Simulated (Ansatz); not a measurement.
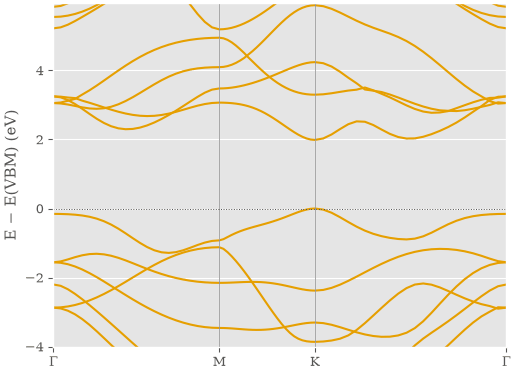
Figure. Band structure from LDA (plane waves, PAW; program Ansatz)

Question: Read off the gap and where the band edges lie.

Answer: About 2.0 eV (1.99 eV by a search for the band edges); maximum at K, minimum at K.

The material is monolayer WS2 (1H, P-6m2 in the vacuum cell, 3 atoms).

A layer that has been made, often on a substrate. The cell was relaxed with LDA under the symmetry of its start; its stability against distortions is not shown here. The run is not spin-polarised. Scalar-relativistic: spin–orbit coupling is off unless named, which matters more the heavier the elements.

Potentials: the later of the program's two PAW sets.
